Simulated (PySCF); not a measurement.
Al(Me)(OH)2(OH2), CH7AlO3, singlet, PBE0/def2-SVP optimised geometry. Atoms within 1.6 Å of the plane z = 0.8 Å (x, y, z in Å): Al1 (-0.76, -0.99, 0.00), C2 (-1.60, -1.96, 1.47), H3 (-2.70, -2.00, 1.35), H5 (-1.25, -3.01, 1.51), O6 (-0.71, 0.75, 0.00), H7 (-1.35, 1.33, 0.41), O10 (1.23, -0.99, 0.00), H11 (1.35, -0.03, -0.06).

Calculation: PBE0/def2-TZVP in PySCF.

Map of the log10 of the electron density (e/bohr³), floored at −4 on the plane z = 0.8 Å:

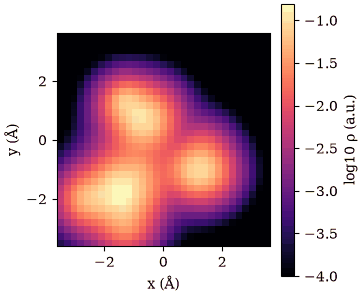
Fig. 1. Log10 of the electron density (e/bohr³), floored at −4 on the plane z = 0.8 Å.
